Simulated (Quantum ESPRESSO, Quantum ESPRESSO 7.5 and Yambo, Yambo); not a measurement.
**BN (Qingsongite): G0W0 on several meshes in Yambo**

How does the mesh move the gap of BN (Qingsongite)?

Calculated with Quantum ESPRESSO 7.5 and Yambo 5.3.0; PBE and many-body steps on it, plane waves.

### Step 1. Starting point

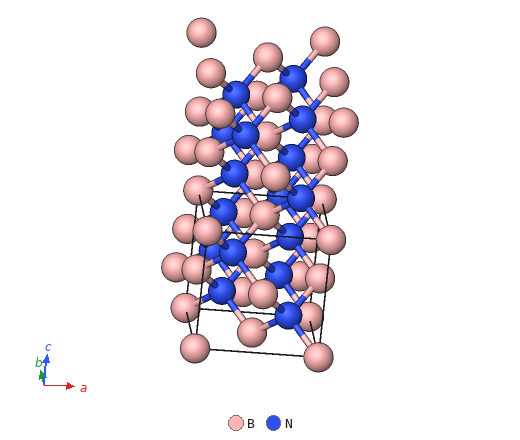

The cell as given, slightly off an axis (boron pink, nitrogen blue). 1×2×2 cells are drawn. This picture shows the conventional cell, with its axes. Bonds to atoms that aren't drawn are left out. Some periodic images of atoms are drawn too.

The cell and positions come from the Crystallography Open Database and are kept as given unless a step says otherwise.

### Step 2. Empty states on the mesh, 10×10×10 mesh, 143 bands

This step: Quantum ESPRESSO 7.5; DFT, PBE, plane waves, norm-conserving pseudopotentials.

The sums over transitions need many empty states on a uniform mesh; this step solves for them.

pw.in

```
&control
  calculation = 'nscf'
  prefix = 'x'
  outdir = 'o'
  pseudo_dir = 'pseudo'
/
&system
  ibrav = 0
  nat = 2
  ntyp = 2
  ecutwfc = 72.0
  nbnd = 143
  force_symmorphic = .true.
/
&electrons
  conv_thr = 1e-9
  electron_maxstep = 80
  diago_full_acc = .true.
  diago_thr_init = 5e-6
/
ATOMIC_SPECIES
  B 10.81 B.upf
  N 14.007 N.upf
CELL_PARAMETERS angstrom
  -0.0000000000 1.8075000000 1.8075000000
  1.8075000000 0.0000000000 1.8075000000
  1.8075000000 1.8075000000 -0.0000000000
ATOMIC_POSITIONS crystal
  B 0.0000000000 0.0000000000 0.0000000000
  N 0.2500000000 0.2500000000 0.2500000000
K_POINTS automatic
  10 10 10 0 0 0
```

Started as:

```console
$ OMP_NUM_THREADS=1 mpirun -n 8 pw.x -nk 4 -in pw.in > pw.out
```

What it wrote:

```text
Program PWSCF v.7.5 starts

     This program is part of the open-source Quantum ESPRESSO suite
     for quantum simulation of materials; please cite
         "P. Giannozzi et al., J. Phys.:Condens. Matter 21 395502 (2009);
         "P. Giannozzi et al., J. Phys.:Condens. Matter 29 465901 (2017);
         "P. Giannozzi et al., J. Chem. Phys. 152 154105 (2020);
     in publications or presentations arising from this work. More details at

     Atomic positions and unit cell read from directory:
     o/x.save/

     Message from routine setup:
[...]
194.9141 195.4263 195.4263 197.7941 198.1078 198.6495 198.6495 200.3380
     [... 6 further rows ...]
   269.3325 269.3325 270.4985 274.0674 275.5195 275.5195 280.6660 281.1215
   281.1215 282.1629 282.1629 282.5070 286.6833 286.6833 287.6233

          k = 0.2121 0.2121-0.2121 (   827 PWs)   bands (ev):

     [... further k-points ...]

     highest occupied, lowest unoccupied level (ev):    11.1555   15.6904

     XML data file, pseudopotentials, collected wavefunctions

=------------------------------------------------------------------------------=
   JOB DONE.
=------------------------------------------------------------------------------=
```

Elapsed: 12 s, on 8 MPI ranks of Arm Neoverse V1, shared host; peak memory 0.39 GiB.

Numbers from this step:

| Quantity | Value |
| --- | --- |
| gap | 4.535 eV |
| k of the valence top | 0, 0, 0 |
| k of the conduction bottom | 0, -0.5, -0.5 |
| least direct gap | 8.878 eV |
| k points computed | 47 |
| lowest point of the top converged band, above the valence top | 273.9612 eV |

On this mesh the gap is 4.535 eV.

The density comes from a self-consistent run that is not shown.

### Step 3. Conversion and set-up

This step: Yambo 5.3.0; conversion and set-up on PBE, plane waves, norm-conserving pseudopotentials.

The states are converted to the many-body program's format and the q mesh is built.

Started as:

```console
$ (cd o/x.save; p2y > p2y.log; mv SAVE ../..); yambo > setup.log
```

What it wrote:

```text
 Yambo, version 5.3.0

 [02] CORE Variables Setup
 =========================

  [02.01] Unit cells
  ==================

  Cell kind             :  FCC
  Atoms in the cell     :  B  N
  number of B  atoms    :  1
  number of N  atoms    :  1

  List of atomic masses
  Mass of B     :  10.81000
  Mass of N     :  14.00700

  List of atomic coordinates    : [cc]
  B1       :  0.000000  0.000000  0.000000  order 1
  N1       :  1.707840  1.707840  1.707840  order 2

  Alat factors          :  3.415680  3.415680  3.415680 [a.u.]
  Direct lattice volume :  79.70059 [a.u.]
[...]
Q [ 1]         [rlu]:  0.000000  0.000000  0.000000
 Q [ 2]         [rlu]: -0.95704E-17 -0.95704E-17  0.10000
 Q [ 3]         [rlu]: -0.16719E-16 -0.16719E-16  0.20000
[...]
Q [ 8]         [rlu]: -0.10781E-16  0.10000      0.20000
 Q [ 9]         [rlu]: -0.16307E-17  0.10000      0.30000
 Q [10]         [rlu]:  0.86048E-18  0.10000      0.40000
     [... 35 further rows ...]
 Q [46]         [rlu]:  0.200000  0.400000 -0.300000
 Q [47]         [rlu]:  0.200000 -0.500000 -0.300000

  [03.01] X indexes
  =================

   [03.01.01] Sigma indexes
   ========================

 [06] Game Over & Game summary
```

Run time: 2.3 s. Hardware: 1 MPI rank; peak memory 0.24 GiB.

### Step 4. 10×10×10

Now the one-shot GW correction: screening in the RPA, then the self-energy of the levels asked for.

This step: G0W0 on PBE, plane waves, norm-conserving pseudopotentials.

gw2.in

```
HF_and_locXC
gw0
dyson
ppa
em1d
rim_cut
RandQpts= 1000000
RandGvec= 1 RL
EXXRLvcs= 72 Ry
VXCRLvcs= 288 Ry
Chimod= "HARTREE"
% BndsRnXp
 1 | 60 |
%
NGsBlkXp= 17 Ry
% LongDrXp
 1 | 1 | 1 |
%
% GbndRnge
 1 | 60 |
%
DysSolver= "n"
ExtendOut
PPAPntXp= 27.21138 eV
% QPkrange
 1 | 1 | 3 | 6 |
 31 | 31 | 3 | 6 |
%
```

Started as:

```console
$ OMP_NUM_THREADS=1 mpirun -n 8 yambo -F gw2.in -J gw2 -C gw2 > gw2.log
```

What it wrote:

```text
 Yambo, version 5.3.0

 [02] CORE Variables Setup
 =========================

  [... cell, symmetries and grids as in the set-up ...]

  [02.05] Energies & Occupations
  ==============================

  [X] === General ===
  [X] Electronic Temperature                        :  0.000000  0.000000 [eV K]
  [X] Bosonic    Temperature                        :  0.000000  0.000000 [eV K]
  [X] Finite Temperature mode                       : no
  [X] El. density                                   :  0.67737E+24 [cm-3]
  [X] Fermi Level                                   :  11.15554 [eV]

  [X] === Gaps and Widths ===
  [X] Conduction Band Min                           :  4.534824 [eV]
  [X] Valence Band Max                              :  0.000000 [eV]
  [X] Filled Bands                                  :   4
  [X] Empty Bands                                   :    5  143
  [X] Direct Gap                                    :  8.878136 [eV]
  [X] Direct Gap localized at k                     :  1
  [X] Indirect Gap                                  :  4.534824 [eV]
  [X] Indirect Gap between kpts                     :   1  31
  [X] Last valence band width                       :  6.366837 [eV]
  [X] 1st conduction band width                     :  6.090625 [eV]

 [03] Transferred momenta grid and indexing
 ==========================================

 IBZ Q-points                                      :   47
 BZ  Q-points                                      :  1000

 K/Q-points units:
 rlu = crystal or reduced units; cc = cartesian coordinates; iku = interal k-units

 Q [ 1]         [rlu]:  0.000000  0.000000  0.000000
 Q [ 2]         [rlu]: -0.95704E-17 -0.95704E-17  0.10000
 Q [ 3]         [rlu]: -0.16719E-16 -0.16719E-16  0.20000
 Q [ 4]         [rlu]:  0.86048E-18  0.86048E-18  0.30000
 Q [ 5]         [rlu]: -0.43125E-16 -0.43125E-16  0.40000
 Q [ 6]         [rlu]: -0.10686E-16 -0.10686E-16 -0.50000
 Q [ 7]         [rlu]: -0.86639E-17  0.10000      0.10000
 Q [ 8]         [rlu]: -0.10781E-16  0.10000      0.20000
 Q [ 9]         [rlu]: -0.16307E-17  0.10000      0.30000
 Q [10]         [rlu]:  0.86048E-18  0.10000      0.40000
     [... 35 further rows ...]
 Q [46]         [rlu]:  0.200000  0.400000 -0.300000
 Q [47]         [rlu]:  0.200000 -0.500000 -0.300000

 [04] Coloumb potential Random Integration (RIM)
 ===============================================

  [04.01] RIM initialization
  ==========================

  * Diagonal components only detected *

  8 x (sBL volume)        :  0.024898 [a.u.]
  sBZ random points       :  1000000
  Points outside the sBZ  :   7999624
  RL volume               :  3.112276 [a.u.]
  Integrated volume       :  3.112422 [a.u.]

  [04.02] RIM integrals
  =====================

  Gamma point sphere radius             :  0.052967 [a.u.]
  Points outside the sphere             :   799635
  [Int_sBZ(q=0) 1/q^2]*(Vol_sBZ)^(-1/3) =:  7.763403
                                 should be <:  7.795600

  Summary of Coulomb integrals for non-metallic bands |Q|[au] RIM/Bare

  Q [1] 0.100000E-4 0.995870 * Q [2] 0.159306 1.065375
  Q [7] 0.183951 1.063621 * Q [15] 0.260146 1.025346
  Q [8] 0.305049 1.019240 * Q [3] 0.318613 1.016906
  Q [16] 0.367902 1.013309 * Q [14] 0.400912 1.010248
  Q [32] 0.411327 1.010321 * Q [9] 0.450587 1.008591
  Q [17] 0.477919 1.007725 * Q [4] 0.477919 1.007625
[...]
Q [26] 0.915146 1.001909 * Q [31] 0.919756 1.002012
  Q [43] 0.919756 1.001892 * Q [44] 0.937971 1.001952
  Q [46] 0.951403 1.001765 * Q [30] 0.955839 1.001956
  Q [47] 0.990608 1.001767

 [WARNING] [Xp] User bands 1-60 break level degeneracy

 [05] Dipoles
 ============

  [05.01] Setup: observables and procedures
  =========================================

 [06] Dynamic Dielectric Matrix (PPA)
 ====================================

 [SLK-Inversion]  Pools        :  2
 [SLK-Inversion]  BLACS grid   :  2  2

 [WR./gw2//ndb.pp]---------------------------------------------------------------
  Brillouin Zone Q/K grids (IBZ/BZ)                :    47  1000    47  1000
  RL vectors                                       :  1211 [WF]
  Coulomb cutoff potential                         : none
  Electronic Temperature                           :  0.000000 [K]
  Bosonic    Temperature                           :  0.000000 [K]
  PPA    diel. fun.  energies                      : Perdew, Burke & Ernzerhof(X)+Perdew, Burke & Ernzerhof(C)
  wavefunctions                                    : Perdew, Burke & Ernzerhof(X)+Perdew, Burke & Ernzerhof(C)
  Global Gauge                                     : length
  X matrix size                                    :  137
  X band range                                     :    1   60
  X e/h energy range                               : -1.000000 -1.000000 [eV]
  X Time ordering                                  : R
  X Hxc Kernel                                     : HARTREE
  X Drude frequency                                :  0.000000  0.000000
  X poles                                          :  100.0000 [o/o]
  RL vectors in the sum                            :  1211
  [r,Vnl] included                                 : yes
  Field direction                                  :  0.577350E-5  0.577350E-5  0.577350E-5
  BZ energy Double Grid                            : no
  BZ energy DbGd points                            : 0
  BZ Q point size factor                           : -1.000000
  X Optical Averaged directions                    : none

 [07] Local Exchange-Correlation + Non-Local Fock
 ================================================

 [VXC] Plane waves :   6615
 [EXS] Plane waves :   893

 QP @ state[ 1 ] K range:  1  1
 QP @ state[ 1 ] b range:   3   6
 QP @ state[ 2 ] K range:  31  31
 QP @ state[ 2 ] b range:   3   6

 [xc] Functional : Perdew, Burke & Ernzerhof(X)+Perdew, Burke & Ernzerhof(C)
 [xc] LIBXC used to calculate xc functional
  PP Number of Atomic Species                      :  2
  NLCC RL compoments                               :   6615
  PP Number of Atomic Species                      :  2
  NLCC RL compoments                               :   6615

 [xc] E_xc :  -3.728768 [Ha]
      E_xc :  -7.457535 [Ry]

  Local XC kind (lXC) : Perdew, Burke & Ernzerhof(X)+Perdew, Burke & Ernzerhof(C)
  Non-Local XC kind (nlXC) : Hartree-Fock

  Corrections @ K [1] :  [eV]
 <3|nlXC|3> = -22.02077 -0.85936E-17 <3|lXC|3> = -18.51941 -0.75527E-15
 <4|nlXC|4> = -22.02078 -0.33345E-17 <4|lXC|4> = -18.51941  0.000000
 <5|nlXC|5> = -7.184726 -0.73215E-18 <5|lXC|5> = -13.77832 -0.18882E-15
 <6|nlXC|6> = -7.184727 -0.52443E-18 <6|lXC|6> = -13.77832  0.23602E-16

  Corrections @ K [31] :  [eV]
 <3|nlXC|3> = -21.61696 -0.90501E-18 <3|lXC|3> = -16.49611 -0.10031E-15
 <4|nlXC|4> = -21.61696  0.16424E-16 <4|lXC|4> = -16.49611 -0.10621E-15
 <5|nlXC|5> = -7.430741 -0.29971E-18 <5|lXC|5> = -12.57005  0.23602E-16
 <6|nlXC|6> = -6.801006 -0.27387E-18 <6|lXC|6> = -12.69606  0.28323E-15

 [08] Dyson equation: Newton solver
 ==================================

  [08.01] G0W0 (W PPA)
  ====================

  [  GW  ] Bands range     :    1   60
  [GW/PPA] G damping       :  0.100000 [eV]

  QP @ state[ 1 ] K range:  1  1
  QP @ state[ 1 ] b range:   3   6
  QP @ state[ 2 ] K range:  31  31
  QP @ state[ 2 ] b range:   3   6

   Sc/G bands                                       :    1   60
   Sc/G damping                                     :  0.100000 ev
   Sc bands terminator                              : no
   Sx RL components                                 :   893

   QP @ state[ 1 ] K range                          :  1  1
   QP @ state[ 1 ] b range                          :   3   6
   QP @ state[ 2 ] K range                          :  31  31
   QP @ state[ 2 ] b range                          :   3   6
   GF energies kind                                 : Perdew, Burke & Ernzerhof(X)+Perdew, Burke & Ernzerhof(C)
   GF WF`s kind                                     : Perdew, Burke & Ernzerhof(X)+Perdew, Burke & Ernzerhof(C)
   Xs energies kind                                 : Perdew, Burke & Ernzerhof(X)+Perdew, Burke & Ernzerhof(C)
   Xs WF`s kind                                     : Perdew, Burke & Ernzerhof(X)+Perdew, Burke & Ernzerhof(C)

 [11] Game Over & Game summary
```

The job ended after 2.9 min (8 MPI ranks; peak memory 2.6 GiB).

Numbers from this step:

- G0W0 gap on the points computed: 5.993 eV
- starting gap on the mesh: 4.535 eV
- k of the valence top: 0, 0, 0
- k of the conduction bottom: 0, -0.5, -0.5
- least direct G0W0 gap on the computed points: 10.92 eV
- Z at the valence top: 0.8268
- Z at the conduction bottom: 0.8537

The gap on the mesh goes from 4.53 eV to 5.99 eV, a correction of +1.46 eV.

### Step 5. Empty states on the mesh, 6×6×6 mesh, 60 bands

This step: Quantum ESPRESSO 7.5; DFT, PBE, plane waves, norm-conserving pseudopotentials.

Edit pw.in of step 2 so:

```diff
@@ -11,3 +11,3 @@
   ecutwfc = 72.0
-  nbnd = 143
+  nbnd = 60
   force_symmorphic = .true.
@@ -31,2 +31,2 @@
 K_POINTS automatic
-  10 10 10 0 0 0
+  6 6 6 0 0 0
```

Started as:

```console
$ OMP_NUM_THREADS=1 mpirun -n 8 pw.x -nk 4 -in pw.in > pw.out
```

What it wrote:

```text
[banner, memory and clock lines left out]
Program PWSCF v.7.5 starts

     Atomic positions and unit cell read from directory:
     o/x.save/

     Message from routine setup:
     using ibrav=0 with symmetry is DISCOURAGED, use correct ibrav instead

     bravais-lattice index     =            0
     lattice parameter (alat)  =       4.8305  a.u.
     unit-cell volume          =      79.7006 (a.u.)^3
     number of atoms/cell      =            2
     number of atomic types    =            2
     number of electrons       =         8.00
[...]
131.5699 135.5200 147.8067 166.1365

          k = 0.1179 0.1179-0.1179 (   830 PWs)   bands (ev):

[...]
140.6989 144.3738 153.5813 157.2481

          k = 0.2357 0.2357-0.2357 (   823 PWs)   bands (ev):

[...]
116.8121 117.1977 120.8382 128.5228 128.5228 128.6860 134.4981 134.4981
   135.8030 143.1878 143.1878 144.1308 146.0413 146.0413 147.8717 152.1064
   152.1064 152.1729 153.2094 155.6621

          k =-0.3536-0.3536 0.3536 (   832 PWs)   bands (ev):

     [... further k-points ...]

     highest occupied, lowest unoccupied level (ev):    11.1555   15.6904

     XML data file, pseudopotentials, collected wavefunctions
```

It took 1.7 s on 8 MPI ranks; peak memory 0.05 GiB.

This step gave:

```
gap                                                           : 4.535 eV
k of the valence top                                          : 0, 0, 0
k of the conduction bottom                                    : 0, -0.5, -0.5
least direct gap                                              : 8.878 eV
k points computed                                             : 16
lowest point of the top converged band, above the valence top : 140.2523 eV
```

On this mesh the gap is 4.535 eV.

### Step 6. Conversion and set-up

This step: Yambo 5.3.0; conversion and set-up on PBE, plane waves, norm-conserving pseudopotentials.

Started as:

```console
$ (cd o/x.save; p2y > p2y.log; mv SAVE ../..); yambo > setup.log
```

What it wrote:

```text
 Yambo, version 5.3.0

 [02] CORE Variables Setup
 =========================

  [02.01] Unit cells
  ==================

  Cell kind             :  FCC
  Atoms in the cell     :  B  N
  number of B  atoms    :  1
  number of N  atoms    :  1

  List of atomic masses
  Mass of B     :  10.81000
  Mass of N     :  14.00700

  List of atomic coordinates    : [cc]
  B1       :  0.000000  0.000000  0.000000  order 1
  N1       :  1.707840  1.707840  1.707840  order 2

  Alat factors          :  3.415680  3.415680  3.415680 [a.u.]
  Direct lattice volume :  79.70059 [a.u.]
[...]
Q [ 1]         [rlu]:  0.000000  0.000000  0.000000
 Q [ 2]         [rlu]:  0.14683E-18  0.14683E-18  0.16667
 Q [ 3]         [rlu]: -0.21279E-17 -0.21279E-17  0.33333
[...]
Q [ 8]         [rlu]:  0.44825E-16  0.16667     -0.33333
 Q [ 9]         [rlu]:  0.21279E-17  0.16667     -0.16667
 Q [10]         [rlu]: -0.33909E-16  0.33333      0.33333
     [... 4 further rows ...]
 Q [15]         [rlu]:  0.166667  0.333333 -0.333333
 Q [16]         [rlu]:  0.166667 -0.500000 -0.333333

  [03.01] X indexes
  =================

   [03.01.01] Sigma indexes
   ========================

 [06] Game Over & Game summary
```

Elapsed: 1.9 s, on 1 MPI rank; peak memory 0.23 GiB.

[end of part 1 of 2]

[Paths, hosts, dates, memory and timing lines, banners, echoed tables and standing remarks are left out of the program output.]

[Logs are printed without paths, hosts, clocks, repeated set-up lines and the standing remarks that a program may print on its own settings, such as how far it seeks lower states.]

[Runs of the session that timed out or met a known fault of the program may be left out.]

[Hosts, paths, dates, database ids (printed as entryN), source tags and the programs' standing remarks are cut or masked in the printed files.]
